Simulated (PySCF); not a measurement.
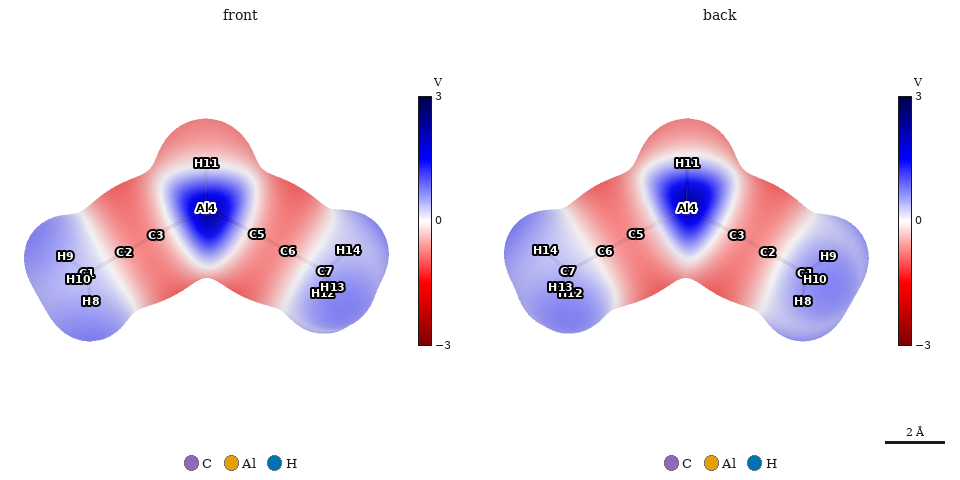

Figure. C6H7Al (SMILES CC#[C][AlH][C]#CC). The electrostatic potential painted on the density surface at 0.001 e/bohr³, seen from the front and from behind; red is negative and blue positive.

Geometry: GFN2-xTB.

The calculation used PBE0/def2-SVPD, SCF density, gas phase (PySCF 2.14.0).

```xyz
14

C     4.0174   -0.7715    0.5343
C     2.7745   -0.0300    0.5537
C     1.7309    0.5951    0.5707
Al    0.0312    1.5281    0.6014
C    -1.7065    0.7302    0.2771
C    -2.7726    0.1801    0.0749
C    -4.0430   -0.4697   -0.1682
H     3.9942   -1.5177   -0.2608
H     4.8541   -0.0948    0.3595
H     4.1655   -1.2770    1.4891
H     0.0657    3.0407    0.9183
H    -4.0930   -1.4079    0.3856
H    -4.1578   -0.6809   -1.2319
H    -4.8612    0.1749    0.1542
```

**Which sites attract a positive test charge, and which a negative one?**

A positive charge is drawn to the negative regions and a negative charge to the positive ones. The most negative region (about −0.9 V, or −21 kcal/mol for a unit charge) lies over C2, C3, C5 and C6, the most positive (about +2.1 V, or +48 kcal/mol for a unit charge) over Al4.
